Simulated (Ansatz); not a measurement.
**Nudged elastic band, with input and output: C$_{18}$Se (part 2 of 2)**

C$_{18}$Se (slab, 19 atoms in the cell); DFT PBEsol, scalar-relativistic, plane waves, PAW, no spin polarisation (Ansatz 0.2.0); cutoff 420 eV, 2×2×1 k-mesh, Gaussian smearing of 0.02 eV. One setting was made poor on purpose. It belongs to a series of runs on one base structure; here: band between the two ends.

Geometry of the input (Å; fractional positions):
```
7.3980  0.0000  0.0000
-3.6990  6.4069  0.0000
0.0000  0.0000  11.0000
C  -0.0050  -0.0052  0.0846
C  0.2206  0.1076  0.0846
C  -0.0070  0.3266  0.1125
C  0.2226  0.4413  0.1125
C  -0.0050  0.6603  0.0847
C  0.2206  0.7731  0.0848
C  0.3317  -0.0041  0.0823
C  0.5522  0.1062  0.0860
C  0.3310  0.3253  0.0915
C  0.5527  0.4389  0.0865
C  0.3311  0.6658  0.0916
C  0.5527  0.7740  0.0865
C  0.6629  -0.0060  0.0864
C  0.8846  0.1021  0.0915
C  0.6629  0.3291  0.0864
C  0.8846  0.4426  0.0916
C  0.6634  0.6618  0.0861
C  0.8839  0.7720  0.0823
Se 0.1079  0.3838  0.2912
```

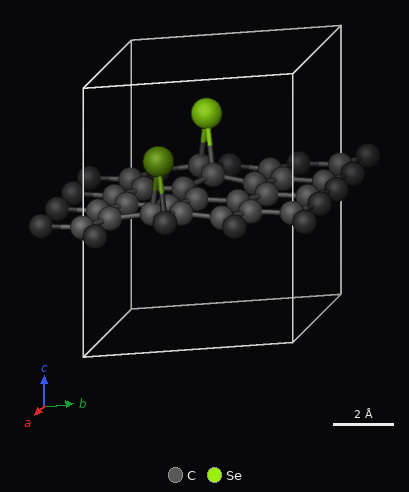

Fig. 1: The input geometry (ball-and-stick view of the cell of the calculation, with the vacuum cut short, seen slightly off an axis; neighbours outside the cell are drawn fainter).

**Output, continued**
```
--- Forces (eV/Å), atoms counted from 1 ---
  atom   1  C     -0.15087618     0.07419634    -0.00800545
  atom   2  C      0.05179716     0.08478297     0.00209831
  atom   3  C     -0.07333740    -0.01982346    -0.05683633
  atom   4  C      0.00370017    -0.08942291     0.13233052
[...]
  atom   5  C     -0.11519967    -0.13071661     0.00180208
  atom   6  C      0.17079443     0.00815560     0.01173643
  atom   7  C      0.00931691     0.00284558     0.00141925
  atom   8  C      0.02207568    -0.06619075    -0.00430109
  atom   9  C     -0.06492540    -0.09958257    -0.03435916
  atom  10  C      0.13343520    -0.00729276    -0.00925066
  atom  11  C     -0.12341852     0.11167657    -0.02799505
  atom  12  C      0.02496588     0.06818180    -0.00303163
  atom  13  C     -0.10275918    -0.06709333     0.00824782
  atom  14  C      0.19326657    -0.02724754     0.00872996
  atom  15  C     -0.09027595     0.07721510     0.00792484
  atom  16  C      0.01268704     0.11819129    -0.02886644
  atom  17  C      0.02490044     0.00661335     0.00727150
  atom  18  C      0.00914091    -0.06763491    -0.01876184
  atom  19  Se     0.06467070     0.02311838     0.00989883
  max |Σ_I F_I| component: 5.19e-5 eV/Å
--- Band table (eV) ---
  k-point 0: bands = ["-47.9979", "-47.8946", "-47.8750", "-47.5630", "-47.5628", "-20.2534", "-18.0133", "-17.6511", "-17.6373", "-17.5509", "-17.5345", "-17.5137", "-13.7185", "-13.2808", "-13.2679", "-13.2062", "-12.3292", "-11.3277", "-11.3114", "-10.3876", "-10.3727", "-10.3419", "-10.2864", "-10.2730", "-10.2300", "-8.1804", "-6.6323", "-6.6184", "-6.5372", "-6.4683", "-6.4560", "-6.4019", "-5.9805", "-5.4871", "-5.4302", "-5.2500", "-5.2339", "-5.2173", "-3.7495", "-3.6958", "-1.8752", "-1.5505", "-1.4605", "-0.5657", "-0.4352", "-0.3385", "1.0868", "2.9761", "3.7494", "4.1528", "4.2170", "4.2740", "4.3051", "4.3138", "4.3935", "5.3117", "6.1080", "6.1167", "6.4148", "6.6358", "6.6809", "6.7410", "6.7964"]
  k-point 1: bands = ["-47.9979", "-47.8946", "-47.8750", "-47.5630", "-47.5628", "-19.7156", "-19.4814", "-18.3490", "-18.2182", "-16.0290", "-15.7797", "-15.7608", "-15.6863", "-14.9649", "-13.9972", "-12.8211", "-12.1500", "-12.0481", "-12.0404", "-11.8269", "-8.8753", "-8.8539", "-8.7304", "-8.7023", "-8.4648", "-8.4082", "-7.5276", "-7.4834", "-7.1585", "-7.1522", "-7.1215", "-6.2082", "-6.1219", "-6.0896", "-5.9411", "-4.9214", "-4.7910", "-4.1523", "-3.5631", "-3.4727", "-3.2613", "-3.0404", "-1.2500", "-1.1750", "-0.2870", "1.2988", "1.8402", "1.9211", "1.9515", "2.4095", "3.9188", "3.9811", "5.1631", "5.2635", "5.3580", "5.6257", "5.7551", "5.8062", "5.9475", "6.3305", "6.5992", "6.9074", "7.0285"]
  k-point 2: bands = ["-47.9979", "-47.8946", "-47.8750", "-47.5630", "-47.5628", "-19.7056", "-19.4938", "-18.3355", "-18.2327", "-16.0036", "-15.7909", "-15.7652", "-15.6954", "-14.9491", "-14.0076", "-12.8207", "-12.1332", "-12.0755", "-12.0480", "-11.8246", "-8.8635", "-8.8311", "-8.7163", "-8.6937", "-8.4819", "-8.4548", "-7.5395", "-7.4853", "-7.1660", "-7.1511", "-7.0913", "-6.2105", "-6.0814", "-6.0504", "-5.9204", "-4.9679", "-4.8273", "-4.1505", "-3.6046", "-3.4326", "-3.2688", "-3.0637", "-1.2245", "-1.1508", "-0.3630", "1.3627", "1.8119", "1.9283", "1.9934", "2.3812", "3.9245", "3.9790", "5.1365", "5.2331", "5.3801", "5.6517", "5.7479", "5.8021", "5.9505", "6.3126", "6.5840", "6.8782", "7.0191"]
  k-point 3: bands = ["-47.9979", "-47.8946", "-47.8750", "-47.5630", "-47.5628", "-19.7143", "-19.4826", "-18.3410", "-18.2283", "-16.0179", "-15.7895", "-15.7529", "-15.6942", "-14.9658", "-13.9854", "-12.8296", "-12.1431", "-12.0540", "-12.0439", "-11.8326", "-8.8757", "-8.8381", "-8.7223", "-8.7012", "-8.4784", "-8.4327", "-7.5287", "-7.4842", "-7.1596", "-7.1389", "-7.1110", "-6.2009", "-6.0980", "-6.0904", "-5.9253", "-4.9489", "-4.8118", "-4.1455", "-3.5720", "-3.4631", "-3.2664", "-3.0509", "-1.2309", "-1.1889", "-0.2951", "1.3207", "1.8296", "1.9215", "1.9587", "2.4048", "3.9193", "3.9806", "5.1576", "5.2593", "5.3507", "5.6285", "5.7536", "5.8068", "5.9486", "6.3242", "6.5894", "6.9047", "7.0323"]
this run last wrote the band of iteration 2 to [file]
--- NEB band (5 images, 2 band iterations, 70 SCF iterations) ---
  forward barrier  = 0.227438 eV
  backward barrier = -0.005646 eV
  lagrangian_above_aufbau_ev (what the smearing adds, to first order; not taken off the barriers): saddle image -0.000000 eV, end points -0.000000 and -0.000000 eV
  climbing image's point = of an order that was not read
  energies are F+E_penalty+E_count in eV, relative to image 0
  image     s (Å)  Δ vs image 0  max|band force component| (eV/Å)
      0    0.0000      0.000000                                 —
      1    0.2138      0.050802                          1.285e-1
      2    0.4270      0.158880                          1.885e-1
  *   3    0.6406      0.227438                          1.974e-1
      4    0.7399      0.233084                                 —
  climbing-image geometry (image 3):
  cell:  # Å, volume = 521.3771 Å³
    - [7.398, 0.0, 0.0]
    - [-3.699, 6.406856, 0.0]
    - [0.0, 0.0, 11.0]
  atoms:
    - { symbol: C, position: [0.00204593502980637, 0.003786406298086987, 0.08532800713373016] }
    - { symbol: C, position: [0.22538398542558205, 0.11652157215901361, 0.08487512426756011] }
    - { symbol: C, position: [0.002063826967322574, 0.33767931757730346, 0.10731360282687755] }
    - { symbol: C, position: [0.22827285601532213, 0.4512892720340297, 0.09617351344461258] }
    - { symbol: C, position: [0.0024098547066662146, 0.6717913287923337, 0.08534219940695571] }
    - { symbol: C, position: [0.22517332839288912, 0.7825103766132144, 0.08417938390290292] }
    - { symbol: C, position: [0.33633157940081987, 0.005081377402728591, 0.08325650096718666] }
    - { symbol: C, position: [0.5584866278915463, 0.11628302879647646, 0.08584109983357233] }
    - { symbol: C, position: [0.33671861913418866, 0.3376429120907359, 0.08885190751510934] }
    - { symbol: C, position: [0.5584829144753046, 0.4494779426635396, 0.0873363856961443] }
    - { symbol: C, position: [0.3364812868178921, 0.6723561394980386, 0.08788356901702607] }
    - { symbol: C, position: [0.5587135000511506, 0.782745751098698, 0.08646590859528053] }
    - { symbol: C, position: [0.6686840563149824, 0.0035352265971365106, 0.08683915584973537] }
    - { symbol: C, position: [0.8899189912510365, 0.1118508682732303, 0.09223083131908631] }
    - { symbol: C, position: [0.6684243870135219, 0.3382967474421938, 0.08780339686466032] }
    - { symbol: C, position: [0.8904074012955161, 0.4518822193223304, 0.09310592496648444] }
    - { symbol: C, position: [0.6694920479704294, 0.6716277890619804, 0.08742436742841007] }
    - { symbol: C, position: [0.8910297536414379, 0.7824983729002886, 0.08461332980537994] }
    - { symbol: Se, position: [0.019138843204584643, 0.3480081263786399, 0.29649943865928474] }
```

**The last band as extended XYZ (Å, eV, eV/Å)**
```
19
Lattice="7.3980 0.0000 0.0000 -3.6990 6.4069 0.0000 0.0000 0.0000 11.0000" Properties=species:S:1:pos:R:3:forces:R:3 image=0 energy=-9861.92475
C    -0.0178   -0.0334    0.9303   -0.0083  -0.0128  -0.0001
C     1.2342    0.6893    0.9307    0.0159   0.0079  -0.0062
C    -1.2596    2.0922    1.2371   -0.0038  -0.0068   0.0097
C     0.0142    2.8275    1.2375    0.0042   0.0100   0.0077
C    -2.4796    4.2305    0.9320   -0.0125  -0.0024  -0.0057
C    -1.2276    4.9534    0.9325    0.0098   0.0108  -0.0126
C     2.4691   -0.0263    0.9053   -0.0029  -0.0017   0.0091
C     3.6927    0.6801    0.9465   -0.0174   0.0065   0.0110
C     1.2456    2.0842    1.0068    0.0130  -0.0032  -0.0063
C     2.4656    2.8117    0.9513    0.0060  -0.0123  -0.0076
C    -0.0137    4.2660    1.0081   -0.0058  -0.0011  -0.0090
C     1.2257    4.9588    0.9512    0.0093   0.0119  -0.0041
C     4.9265   -0.0387    0.9503    0.0144  -0.0139   0.0012
C     6.1665    0.6540    1.0067   -0.0089  -0.0049  -0.0108
C     3.6869    2.1086    0.9508   -0.0076  -0.0061  -0.0015
C     4.9068    2.8355    1.0075   -0.0025   0.0073  -0.0078
C     2.4600    4.2398    0.9474    0.0008   0.0080   0.0072
C     3.6836    4.9462    0.9051    0.0009   0.0013   0.0095
Se   -0.6211    2.4587    3.2028   -0.0044   0.0014   0.0163
19
Lattice="7.3980 0.0000 0.0000 -3.6990 6.4069 0.0000 0.0000 0.0000 11.0000" Properties=species:S:1:pos:R:3:forces:R:3 image=1 energy=-9861.87394
C    -0.0109   -0.0131    0.9273   -0.1304   0.0358  -0.0286
C     1.2373    0.7105    0.9348    0.0441   0.0731   0.0107
C    -1.2572    2.1128    1.2095   -0.0523  -0.0270  -0.0122
C     0.0118    2.8462    1.2043   -0.0943  -0.0818   0.2408
C    -2.4746    4.2551    0.9264   -0.0729  -0.1154  -0.0265
C    -1.2248    4.9744    0.9317    0.1130   0.0017   0.0213
C     2.4718   -0.0053    0.9133   -0.0041  -0.0016  -0.0195
C     3.6973    0.7025    0.9483   -0.0140  -0.0347  -0.0134
C     1.2448    2.1099    1.0137   -0.0117  -0.0846   0.0245
C     2.4672    2.8353    0.9614    0.0380  -0.0293  -0.0022
C    -0.0089    4.2808    1.0100   -0.0851   0.0698   0.0300
C     1.2308    4.9773    0.9582   -0.0137   0.0284   0.0075
C     4.9305   -0.0194    0.9466   -0.0366  -0.0490  -0.0190
C     6.1693    0.6737    0.9883    0.1030  -0.0921  -0.0224
C     3.6889    2.1304    0.9493   -0.0571   0.0356  -0.0253
C     4.9092    2.8573    0.9893   -0.0511   0.1156  -0.0307
C     2.4647    4.2618    0.9566    0.0323   0.0187  -0.0014
C     3.6891    4.9689    0.9115   -0.0365  -0.0481  -0.0283
Se   -0.8034    2.3775    3.2147    0.3293   0.1847  -0.1056
19
Lattice="7.3980 0.0000 0.0000 -3.6990 6.4069 0.0000 0.0000 0.0000 11.0000" Properties=species:S:1:pos:R:3:forces:R:3 image=2 energy=-9861.76587
C    -0.0048    0.0065    0.9311   -0.1609   0.0541  -0.0525
C     1.2388    0.7301    0.9337    0.0577   0.0726   0.0059
C    -1.2500    2.1358    1.1929   -0.0138   0.0027  -0.0612
C     0.0130    2.8669    1.1453   -0.0713  -0.1028   0.1498
C    -2.4706    4.2793    0.9305   -0.1133  -0.1332  -0.0507
C    -1.2242    4.9949    0.9282    0.1455   0.0163   0.0216
C     2.4726    0.0148    0.9152   -0.0336  -0.0203  -0.0166
C     3.7007    0.7242    0.9483    0.0247  -0.0449  -0.0090
C     1.2439    2.1355    0.9990   -0.1162  -0.0624   0.0839
C     2.4690    2.8581    0.9626    0.0970  -0.0097   0.0015
C    -0.0041    4.2957    0.9920   -0.1177   0.0139   0.0926
C     1.2351    4.9965    0.9561    0.0158   0.0497   0.0165
C     4.9332    0.0010    0.9506   -0.0921  -0.0910  -0.0282
C     6.1714    0.6942    0.9933    0.1771  -0.0905  -0.0343
C     3.6912    2.1508    0.9568   -0.1164   0.0633  -0.0400
C     4.9120    2.8782    0.9973   -0.0371   0.1536  -0.0595
C     2.4679    4.2832    0.9601    0.0218   0.0084   0.0023
C     3.6938    4.9912    0.9212   -0.0272  -0.0716  -0.0397
Se   -0.9811    2.2986    3.2358    0.3600   0.1919   0.0176
19
Lattice="7.3980 0.0000 0.0000 -3.6990 6.4069 0.0000 0.0000 0.0000 11.0000" Properties=species:S:1:pos:R:3:forces:R:3 image=3 energy=-9861.69731
C     0.0011    0.0243    0.9386   -0.1509   0.0742  -0.0080
C     1.2364    0.7465    0.9336    0.0518   0.0848   0.0021
C    -1.2338    2.1635    1.1804   -0.0733  -0.0198  -0.0568
C     0.0194    2.8913    1.0579    0.0037  -0.0894   0.1323
C    -2.4671    4.3041    0.9388   -0.1152  -0.1307   0.0018
C    -1.2287    5.0134    0.9260    0.1708   0.0082   0.0117
C     2.4694    0.0326    0.9158    0.0093   0.0028   0.0014
C     3.7016    0.7450    0.9443    0.0221  -0.0662  -0.0043
C     1.2421    2.1632    0.9774   -0.0649  -0.0996  -0.0344
C     2.4690    2.8797    0.9607    0.1334  -0.0073  -0.0093
C     0.0022    4.3077    0.9667   -0.1234   0.1117  -0.0280
C     1.2380    5.0149    0.9511    0.0250   0.0682  -0.0030
C     4.9338    0.0226    0.9552   -0.1028  -0.0671   0.0082
C     6.1699    0.7166    1.0145    0.1933  -0.0272   0.0087
C     3.6936    2.1674    0.9658   -0.0903   0.0772   0.0079
C     4.9157    2.8951    1.0242    0.0127   0.1182  -0.0289
C     2.4686    4.3030    0.9617    0.0249   0.0066   0.0073
C     3.6974    5.0134    0.9307    0.0091  -0.0676  -0.0188
Se   -1.1457    2.2296    3.2615    0.0647   0.0231   0.0099
19
Lattice="7.3980 0.0000 0.0000 -3.6990 6.4069 0.0000 0.0000 0.0000 11.0000" Properties=species:S:1:pos:R:3:forces:R:3 image=4 energy=-9861.69166
C     0.0005    0.0411    0.9489   -0.0007  -0.0010  -0.0001
C     1.2332    0.7629    0.9353    0.0014   0.0002  -0.0002
C    -1.2330    2.1829    1.1746    0.0000  -0.0022   0.0005
C     0.0187    2.9108    1.0353   -0.0003   0.0008   0.0008
C    -2.4681    4.3230    0.9499   -0.0010  -0.0004  -0.0003
C    -1.2330    5.0306    0.9259    0.0000   0.0026  -0.0001
C     2.4660    0.0495    0.9134    0.0000   0.0001   0.0001
C     3.6988    0.7629    0.9353   -0.0014   0.0002  -0.0002
C     1.2400    2.1831    0.9647    0.0005  -0.0003   0.0005
C     2.4660    2.8976    0.9539    0.0000  -0.0020   0.0001
C     0.0021    4.3230    0.9499    0.0010  -0.0004  -0.0003
C     1.2362    5.0320    0.9400   -0.0001   0.0013  -0.0001
C     4.9315    0.0411    0.9489    0.0007  -0.0010  -0.0001
C     6.1650    0.7347    1.0226    0.0000  -0.0003  -0.0010
C     3.6920    2.1831    0.9647   -0.0005  -0.0003   0.0005
C     4.9133    2.9108    1.0353    0.0002   0.0008   0.0008
C     2.4660    4.3205    0.9594    0.0000   0.0001   0.0001
C     3.6958    5.0320    0.9400    0.0001   0.0013  -0.0001
Se   -1.2330    2.2113    3.2617    0.0000   0.0005  -0.0012
```

**Results in brief**

| quantity | value |
| --- | --- |
| outcome | converged |
| barrier, forward | 0.227 eV |
| barrier, backward | −0.006 eV |
| electrons treated | 88 |
| wall time | 79 s |
| peak memory | 0.84 GiB |

A deliberately poor setting: loose force. The k-point mesh is coarse for a cell of this size, so the results may not be converged. The order of the saddle point was not checked.
